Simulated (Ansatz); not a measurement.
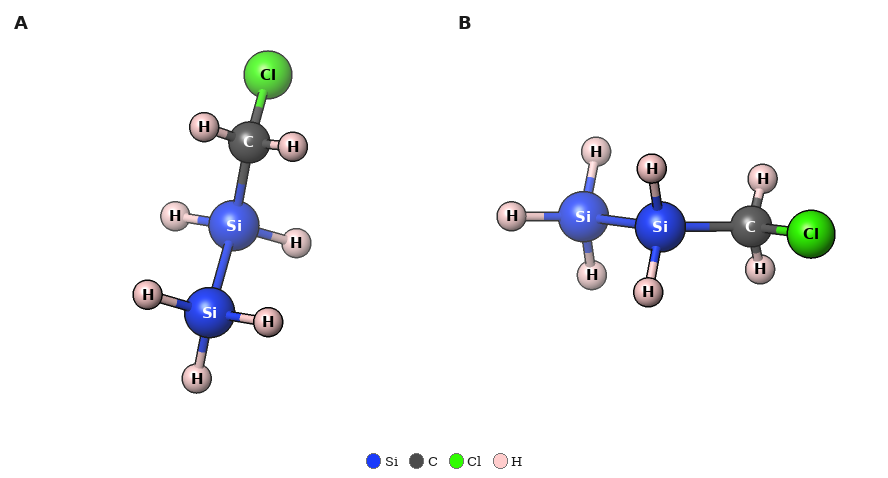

Depth is shown by fading: the farther an atom, the more it takes the colour of the background. Computed geometry: PBE-D4/def2-SVP optimisation. No frequency run is at hand to confirm it as a minimum.

How are A and B related: the same structure turned, mirror images, conformers, diastereomers or constitutional isomers?

Answer. They are the same structure, CH7ClSi2 ([SiH3][SiH2]CCl), seen from two directions. With point group Cs it is achiral, so its mirror image would be the same too.
